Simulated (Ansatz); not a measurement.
# Al3GaO6: the cell at several levels of theory

Cell and atoms of Al3GaO6 in the corundum host structure are relaxed in turn with PBE, r2SCAN and PBEsol. This is a trial cell built on a prototype, not taken from a measured structure, and it needn't be the compound's ground state.

The runs shown are made with Ansatz 0.2.0. PAW datasets, plane waves, zero pressure. No spin polarisation. The prototype was imposed, so other structures may be more stable.

## Step 1: The cell

This is the cell as the run starts from it, not yet at rest; its lengths are not the crystal's.

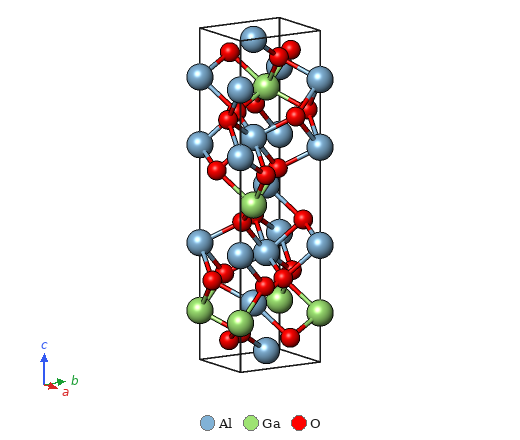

View slightly off an axis; aluminium light blue, gallium green, oxygen red. The conventional cell is drawn.

Coordinates:

```cif
data_structure
_symmetry_space_group_name_H-M 'P 1'
_symmetry_Int_Tables_number 1
_cell_length_a 5.1815
_cell_length_b 5.1815
_cell_length_c 5.1815
_cell_angle_alpha 55.290
_cell_angle_beta 55.290
_cell_angle_gamma 55.290
_cell_volume 87.60
loop_
_atom_site_label
_atom_site_type_symbol
_atom_site_fract_x
_atom_site_fract_y
_atom_site_fract_z
_atom_site_occupancy
Al1 Al 0.85210 0.85210 0.85210 1
Al2 Al 0.64790 0.64790 0.64790 1
Al3 Al 0.35210 0.35210 0.35210 1
Ga1 Ga 0.14790 0.14790 0.14790 1
O1 O 0.75000 0.44385 0.05615 1
O2 O 0.94385 0.25000 0.55615 1
O3 O 0.05615 0.75000 0.44385 1
O4 O 0.44385 0.05615 0.75000 1
O5 O 0.55615 0.94385 0.25000 1
O6 O 0.25000 0.55615 0.94385 1
```

## Step 2: Relaxing with PBE

Contents of input.yaml:

```yaml
crystal:
  lattice:
    - [2.40415169, 1.38803762, 4.37506538]
    - [-2.40415169, 1.38803762, 4.37506538]
    - [0.0, -2.77607525, 4.37506538]
  atoms:
    - { symbol: Al, position: [0.852096, 0.852096, 0.852096] }
    - { symbol: Al, position: [0.647904, 0.647904, 0.647904] }
    - { symbol: Al, position: [0.352096, 0.352096, 0.352096] }
    - { symbol: Ga, position: [0.147904, 0.147904, 0.147904] }
    - { symbol: O, position: [0.75, 0.4438545, 0.0561455] }
    - { symbol: O, position: [0.9438545, 0.25, 0.5561455] }
    - { symbol: O, position: [0.0561455, 0.75, 0.4438545] }
    - { symbol: O, position: [0.4438545, 0.0561455, 0.75] }
    - { symbol: O, position: [0.5561455, 0.9438545, 0.25] }
    - { symbol: O, position: [0.25, 0.5561455, 0.9438545] }
kpoints:
  mp_grid: { grid: [6, 6, 6] }
hamiltonian:
  xc: pbe
scf:
  occupations: { method: fermi_dirac, width: 0.02 }
relax:
  f_tol: 0.005
  cell: {}
output:
  write_density: true
  write_potential: true
  elf: true
  volumetric_format: npy
```

On the command line:

```
ansatz run input.yaml --threads 2 --pin off --max-ram 29491MiB --backend cpu --events-out ev --progress --plain --runs-dir out
```

After this run come: r2SCAN: cell and atoms; Relaxation with PBEsol.

Before running it: what results should come out? Wanted: for each run, a; c; volume; space group; SCF geometries.

**Answer**, as computed:

```
 level  a (Å)   c (Å)  volume (Å³/atom)  space group  SCF geometries
   PBE  4.871  13.245             9.070           R3              10
r2SCAN  4.816  13.103             8.772           R3               7
PBEsol  4.831  13.120             8.838           R3              10
```

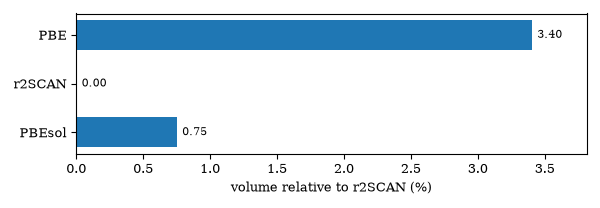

Relaxed volume of each level against r2SCAN.

What this shows: From the start to the first minimum the volume moved by +3.5 %. r2SCAN gives the smallest cell and PBE the largest; they differ by 3.4 % in volume, a mean of 1.1 % in length.
